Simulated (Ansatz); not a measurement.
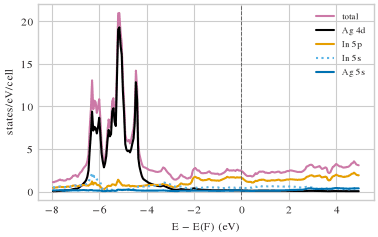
Total and projected density of states of In2Ag in space group I4/mcm (No. 140; In on 8h, Ag on 4a), PBEsol in the plane-wave PAW code Ansatz

Problem. Which orbitals carry the states next to the Fermi level?

Solution. Within 0.5 eV of the Fermi level: In 5p 65 %, In 5s 20 %, Ag 4d 6 %. Projections are on Löwdin-orthogonalised atomic valence shells; empty p or d shells of many metals are not among them.

Problem. Where is the tallest occupied peak in this window, and what makes it?

Solution. Near -5.1 eV, about 21 states/eV per cell; the largest projected share is Ag 4d.

The workflow started from an entry of the Crystallography Open Database (COD). Its standing as an ambient phase is unchecked. Symmetry was held in the PBEsol relaxation; its stability against distortions is not shown here. The run is not spin-polarised. Spin–orbit coupling is left out wherever it is not named.

Potentials: the later of the program's two PAW sets.
